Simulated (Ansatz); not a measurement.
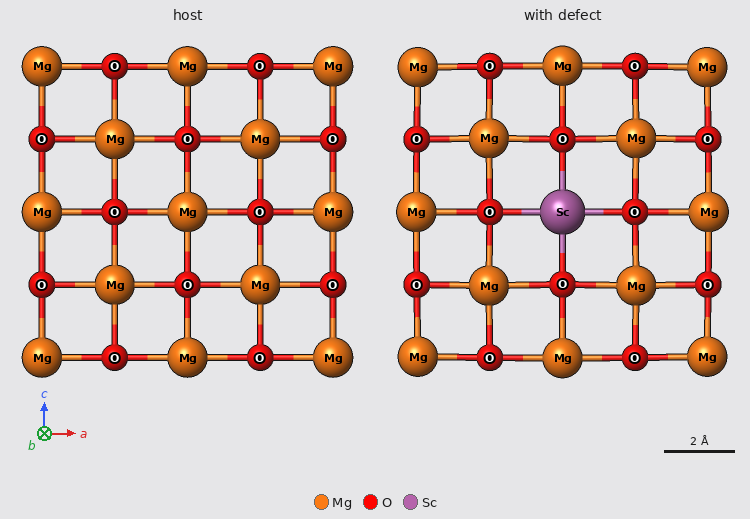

Left: perfect MgO. Right: the same region with one point defect, after relaxing the atoms in a supercell of 54 sites. A ball-and-stick model of the atoms within 6.0 Å of one point, in a slice 4.2 Å thick across the line of sight, seen along the b axis.

Method: Ansatz 0.2.0, DFT, PBE, plane-wave PAW, default files, scalar-relativistic. Settings: plane-wave cutoff 420 eV; k-point mesh 3 × 3 × 3; occupations fermi dirac; smearing width 0.01 eV; no spin polarisation. A uniform background neutralises the charged cell. The axes drawn are those of the host's conventional cell.

Which defect is it?

Answer. A magnesium atom is replaced by scandium.

The charge state of the cell is +1.

How does the lattice respond?

Answer. In the host the Mg atom has 6 O at 2.11 Å; the Sc atom ends with 6 O at 2.10 Å. Of the host's atoms, a magnesium atom moves furthest from its site, by 0.04 Å. Relaxing the atoms from the host's sites lowers the energy by 0.24 eV.

Limits of the set-up: the cell is charged, on a uniform background, and energies carry no finite-size correction.
